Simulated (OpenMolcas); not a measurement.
## Run report: CH$_{5}$FSi (charge −1), single-point calculation (part 2 of 2)

The same run, continued: CH$_{5}$FSi, charge −1, multiplicity 2; M06-L/6-311+G**, UKS (OpenMolcas 26.06). The geometry is that of the parent species in another charge or spin state. The geometry comes from this level: PBE0-D4/def2-TZVP.

Geometry of the input (Å):
```
C  -0.5214  0.7003  -0.4370
Si 0.4484  -0.6420  0.3952
F  1.9465  -0.6496  -0.1788
H  -0.5624  0.5425  -1.5171
H  -1.5467  0.7132  -0.0565
H  -0.0772  1.6803  -0.2484
H  0.5387  -0.4208  1.8607
H  -0.1337  -1.9812  0.1260
```

## The program's output, continued
```
   9  -430.483358690  -869.527090320   323.084616239  -3.20E-03*   1.01E-01*   1.09E-02*    5.34E+00   1.97E+02   c2DIIS       4.
  10  -430.488058249  -869.162744540   322.715570899  -4.70E-03*   6.67E-02*   8.19E-03*    8.21E+00   1.97E+02   c2DIIS       4.
  11  -430.488225198  -869.380108408   322.932767818  -1.67E-04*   5.66E-02*   1.26E-03*    6.88E+00   1.97E+02   QNRc2DIIS    4.
  12  -430.488301320  -869.238317707   322.790900995  -7.61E-05*   6.21E-02*   1.14E-03*    5.70E+00   1.97E+02   QNRc2DIIS    4.
  13  -430.488393355  -869.317945317   322.870436570  -9.20E-05*   4.16E-02*   5.02E-04*    4.83E+00   1.97E+02   QNRc2DIIS    4.
  14  -430.488402089  -869.357508752   322.909991272  -8.73E-06*   8.07E-03*   5.38E-04*    2.92E+00   1.97E+02   QNRc2DIIS    4.
  15  -430.488408321  -869.357073495   322.909549783  -6.23E-06*   1.02E-02*   1.57E-04*    7.46E-01   1.97E+02   QNRc2DIIS    4.
  16  -430.488408947  -869.344412844   322.896888505  -6.26E-07*   4.15E-03*   8.79E-05*    1.04E+00   1.97E+02   QNRc2DIIS    4.
  17  -430.488409367  -869.349665580   322.902140821  -4.20E-07*   2.31E-03*   2.63E-05*    2.16E-01   1.97E+02   QNRc2DIIS    4.
  18  -430.488409401  -869.349075325   322.901550532  -3.40E-08*   5.73E-04*   1.83E-05*    1.52E-01   1.97E+02   QNRc2DIIS    4.
  19  -430.488409413  -869.349530150   322.902005346  -1.11E-08*   2.82E-04*   7.17E-06*    2.70E-02   1.97E+02   QNRc2DIIS    4.
  20  -430.488409414  -869.349574020   322.902049215  -1.02E-09*   1.21E-04*   2.85E-06*    1.61E-02   1.97E+02   QNRc2DIIS    4.
  21  -430.488409414  -869.349479599   322.901954794  -3.64E-10*   1.84E-05*   5.44E-07*    6.70E-03   1.97E+02   QNRc2DIIS    4.
  22  -430.488409414  -869.349493777   322.901968971  -1.35E-11    9.60E-06    2.52E-07*    5.12E-04   1.97E+02   QNRc2DIIS    4.
  23  -430.488409414  -869.349494019   322.901969214  -2.96E-12    6.53E-06    8.85E-08     3.53E-04   1.97E+02   QNRc2DIIS    4.

       Convergence after  23 Iterations
--

 *****************************************************************************************************************************
 *                                             SCF/KS-DFT Program, Final results                                             *
 *                                                       Final Results                                                       *
 *****************************************************************************************************************************

::    Total KS-DFT energy                            -430.4884094140
      One-electron energy                            -869.3494940189
      Two-electron energy                             322.9019692135
      Nuclear repulsion energy                        115.9591153914
      Kinetic energy (interpolated)                   429.6657457739
      Virial theorem                                    1.0019146596
      Total spin, S(S+1)                                0.7513311263
      Total spin, S                                     0.5006653418
      Max non-diagonal density matrix element           0.0000037740
      Max non-diagonal Fock matrix element              0.0000000904

      All orbitals with orbital energies smaller than  E(LUMO)+0.5 are printed

++    Molecular orbitals:
      -------------------

      Title: UKS-DFT orbitals (alpha)

      Molecular orbitals for symmetry species 1: a

          Orbital            1         2         3         4         5         6         7         8         9        10
          Energy          -65.7087  -24.3508   -9.8871   -5.1220   -3.4349   -3.4301   -3.4288   -1.0311   -0.5265   -0.3667
          Occ. No.          1.0000    1.0000    1.0000    1.0000    1.0000    1.0000    1.0000    1.0000    1.0000    1.0000

          Orbital           11        12        13        14        15        16        17        18        19        20
          Energy           -0.2754   -0.2689   -0.2560   -0.2300   -0.2199   -0.1610   -0.1520    0.0947    0.1211    0.1307
          Occ. No.          1.0000    1.0000    1.0000    1.0000    1.0000    1.0000    1.0000    1.0000    0.0000    0.0000

          Orbital           21        22        23        24        25        26        27        28        29        30
          Energy            0.1399    0.1605    0.1680    0.1794    0.1946    0.2118    0.2239    0.2373    0.2607    0.2706
          Occ. No.          0.0000    0.0000    0.0000    0.0000    0.0000    0.0000    0.0000    0.0000    0.0000    0.0000

          Orbital           31        32        33        34        35        36        37        38        39        40
          Energy            0.2742    0.3757    0.3831    0.3879    0.4176    0.4221    0.4327    0.4573    0.5104    0.5246
          Occ. No.          0.0000    0.0000    0.0000    0.0000    0.0000    0.0000    0.0000    0.0000    0.0000    0.0000

          Orbital           41        42        43        44
          Energy            0.5348    0.5834    0.5897    0.6209
          Occ. No.          0.0000    0.0000    0.0000    0.0000

--

      All orbitals with orbital energies smaller than  E(LUMO)+0.5 are printed

++    Molecular orbitals:
      -------------------

      Title: UKS-DFT orbitals (beta)

      Molecular orbitals for symmetry species 1: a

          Orbital            1         2         3         4         5         6         7         8         9        10
          Energy          -65.7084  -24.3505   -9.8858   -5.1218   -3.4348   -3.4299   -3.4284   -1.0304   -0.5242   -0.3650
          Occ. No.          1.0000    1.0000    1.0000    1.0000    1.0000    1.0000    1.0000    1.0000    1.0000    1.0000

          Orbital           11        12        13        14        15        16        17        18        19        20
          Energy           -0.2744   -0.2685   -0.2551   -0.2295   -0.2196   -0.1614   -0.1512    0.1413    0.1657    0.2028
          Occ. No.          1.0000    1.0000    1.0000    1.0000    1.0000    1.0000    1.0000    0.0000    0.0000    0.0000

          Orbital           21        22        23        24        25        26        27        28        29        30
          Energy            0.2130    0.2147    0.2339    0.2504    0.2605    0.2811    0.2910    0.3210    0.3273    0.3515
          Occ. No.          0.0000    0.0000    0.0000    0.0000    0.0000    0.0000    0.0000    0.0000    0.0000    0.0000

          Orbital           31        32        33        34        35        36        37        38        39        40
          Energy            0.4024    0.4296    0.4521    0.4557    0.4664    0.4750    0.5061    0.5153    0.5476    0.5640
          Occ. No.          0.0000    0.0000    0.0000    0.0000    0.0000    0.0000    0.0000    0.0000    0.0000    0.0000

          Orbital           41
          Energy            0.6070
          Occ. No.          0.0000

--

++    Molecular charges:
      ------------------

      Mulliken charges per centre and basis function type
      ---------------------------------------------------

                            C1                      SI2                     F3                      H4                      H5                      H6
                     alpha        beta       alpha        beta       alpha        beta       alpha        beta       alpha        beta       alpha        beta
      1s           0.0826      1.6503      4.0199      2.5972      1.9375      1.9288      0.4460      0.4309      0.3059      0.4073      0.4457      0.4308
      2px          0.8842      0.5539      1.8318      1.1977      0.8325      0.8329      0.0033      0.0032      0.0077      0.0067      0.0039      0.0037
      2pz          0.5116      0.5336      1.3142      1.3207      0.9366      0.9367      0.0079      0.0069      0.0038      0.0034      0.0033      0.0032
      2py          0.6263      0.5439      1.5854      1.3364      0.9520      0.9559      0.0036      0.0035      0.0034      0.0032      0.0075      0.0067
      3d2+         0.0027      0.0022      0.0291      0.0275      0.0005      0.0005      0.0000      0.0000      0.0000      0.0000      0.0000      0.0000
      3d1+         0.0018      0.0017      0.0233      0.0223      0.0005      0.0005      0.0000      0.0000      0.0000      0.0000      0.0000      0.0000
      3d0          0.0041      0.0037      0.0322      0.0315      0.0002      0.0002      0.0000      0.0000      0.0000      0.0000      0.0000      0.0000
      3d1-         0.0013      0.0013      0.0108      0.0099      0.0000      0.0000      0.0000      0.0000      0.0000      0.0000      0.0000      0.0000
      3d2-         0.0024      0.0025      0.0315      0.0308      0.0003      0.0003      0.0000      0.0000      0.0000      0.0000      0.0000      0.0000
      Total        2.1169      3.2932      8.8783      6.5741      4.6602      4.6558      0.4607      0.4445      0.3208      0.4206      0.4605      0.4445
      Total              5.4101                 15.4524                  9.3159                  0.9053                  0.7414                  0.9049

      Charge            0.5899                 -1.4524                 -0.3159                  0.0947                  0.2586                  0.0951

                            H7                      H8
                     alpha        beta       alpha        beta
      1s           0.5441      0.5777      0.5440      0.5777
      2px          0.0007      0.0003      0.0023      0.0012
      2pz          0.0055      0.0051      0.0007      0.0006
      2py          0.0011      0.0006      0.0042      0.0042
      3d2+         0.0000      0.0000      0.0000      0.0000
      3d1+         0.0000      0.0000      0.0000      0.0000
      3d0          0.0000      0.0000      0.0000      0.0000
      3d1-         0.0000      0.0000      0.0000      0.0000
      3d2-         0.0000      0.0000      0.0000      0.0000
      Total        0.5513      0.5837      0.5513      0.5837
      Total              1.1350                  1.1350

      Charge           -0.1350                 -0.1350

      Total electronic charge=   35.000000

      Total            charge=   -1.000000
--

++    Molecular orbitals:
      -------------------

      Title: Natural orbitals

      Molecular orbitals for symmetry species 1: a

          Orbital            1         2         3         4         5         6         7         8         9        10
          Energy          -65.7086  -24.3506   -9.8858   -5.1174   -3.4338   -3.4300   -3.4216   -1.0268   -0.3555   -0.2869
          Occ. No.          2.0000    2.0000    2.0000    2.0000    2.0000    2.0000    2.0000    2.0000    2.0000    2.0000

          Orbital           11        12        13        14        15        16        17        18        19        20
          Energy           -0.2548   -0.4377   -0.1776   -0.3022   -0.2426   -0.2274   -0.1849    0.2364    0.4420    0.3806
          Occ. No.          2.0000    2.0000    1.9999    1.9999    1.9999    1.9998    1.9998    1.0000    0.0002    0.0002

          Orbital           21        22        23        24        25        26        27        28        29        30
          Energy            0.5870    0.4082    0.5191    0.7088    0.3275    0.4686    0.4420    0.7741    4.7913   15.9679
          Occ. No.          0.0001    0.0001    0.0001    0.0000    0.0000    0.0000    0.0000    0.0000    0.0000    0.0000

          Orbital           31        32        33        34        35        36        37        38        39        40
          Energy            2.5352    2.2367    2.0616    2.2687    0.5457    0.5471    0.3170    3.3496    4.2235    0.5135
          Occ. No.          0.0000    0.0000    0.0000    0.0000    0.0000    0.0000    0.0000    0.0000    0.0000    0.0000

          Orbital           41        42        43        44        45        46        47        48        49        50
          Energy            0.4733    0.8802    1.1278    0.5327    1.7909    1.2838    1.6621    0.4027    3.4995    0.7527
          Occ. No.          0.0000    0.0000    0.0000    0.0000    0.0000    0.0000    0.0000    0.0000    0.0000    0.0000

          Orbital           51        52        53        54        55        56        57        58        59        60
          Energy            0.5556    0.6559    2.5661    1.0488    0.9062    3.1077    0.9032    1.3938    0.8187    2.8611
          Occ. No.          0.0000    0.0000    0.0000    0.0000    0.0000    0.0000    0.0000    0.0000    0.0000    0.0000

          Orbital           61        62        63        64        65        66        67        68        69        70
          Energy            2.3398    1.6462    8.6642    1.1784    3.9246    2.3320    1.7341    1.4067    1.5294    2.5306
          Occ. No.          0.0000    0.0000    0.0000    0.0000    0.0000    0.0000    0.0000    0.0000    0.0000    0.0000

          Orbital           71        72        73        74        75        76        77        78        79        80
          Energy            1.1590    1.6689  127.6673    1.5748    1.1341    3.5690    1.4048    9.7759    1.6927    1.8860
          Occ. No.          0.0000    0.0000    0.0000    0.0000    0.0000    0.0000    0.0000    0.0000    0.0000    0.0000

          Orbital           81        82        83        84        85        86        87        88        89        90
          Energy            1.7884    1.5065    9.9641    1.5575    2.4704    2.8061    2.7027    6.5167    3.3359    1.5769
          Occ. No.          0.0000    0.0000    0.0000    0.0000    0.0000    0.0000    0.0000    0.0000    0.0000    0.0000

          Orbital           91        92        93        94        95        96        97
          Energy            1.5717    2.1871    3.4991    2.1833    3.9206   67.1747    3.7566
          Occ. No.          0.0000    0.0000    0.0000    0.0000    0.0000    0.0000    0.0000

--

++    Molecular properties:
      ---------------------

      Charge (e):
                      =   -1.0000
      Dipole Moment (debye):
      Origin of the operator (angstrom)=    0.6479   -0.3337    0.0403
                   X=  8.2465E+00               Y= -2.0670E+00               Z= -1.3281E+00           Total=  8.6047E+00
      Center of Charge (angstrom)
                     X=   -1.06900838               Y=    0.09664299               Z=    0.31682140
      Quadrupole Moment (debye*angstrom):
      Origin of the operator (angstrom)=    0.6479   -0.3337    0.0403
                  XX= -6.4612E+01              XY=  5.3449E+00              XZ=  2.2962E+00              YY= -4.8849E+01
                  YZ=  2.6657E-01              ZZ= -4.7397E+01
      In traceless form (debye*angstrom)
                  XX= -1.6489E+01              XY=  8.0174E+00              XZ=  3.4443E+00              YY=  7.1552E+00
                  YZ=  3.9985E-01              ZZ=  9.3338E+00
--

--- Stop Module: scf /rc=_RC_ALL_IS_WELL_ ---
--- Module scf spent 1 minute 32 seconds ---

.##################.
.# Happy landing! #.
.##################.

    Timing: Wall=95.85 User=88.36 System=7.38
```

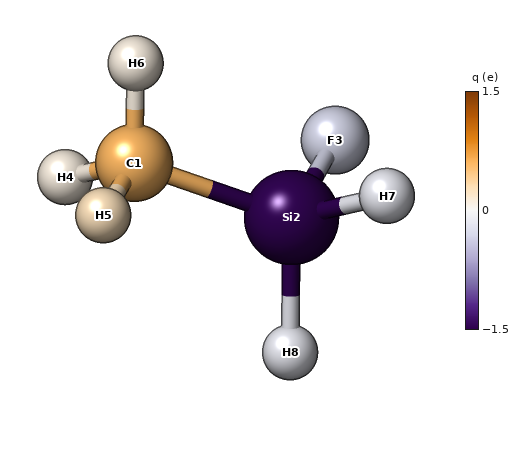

Fig. 1: Mulliken charges, as the colour of each atom (ball-and-stick view, seen at a tilt; atoms are numbered from 1 in the order of the input). By element: C +0.59, Si −1.45, F −0.32 and H −0.14 to +0.26 e.
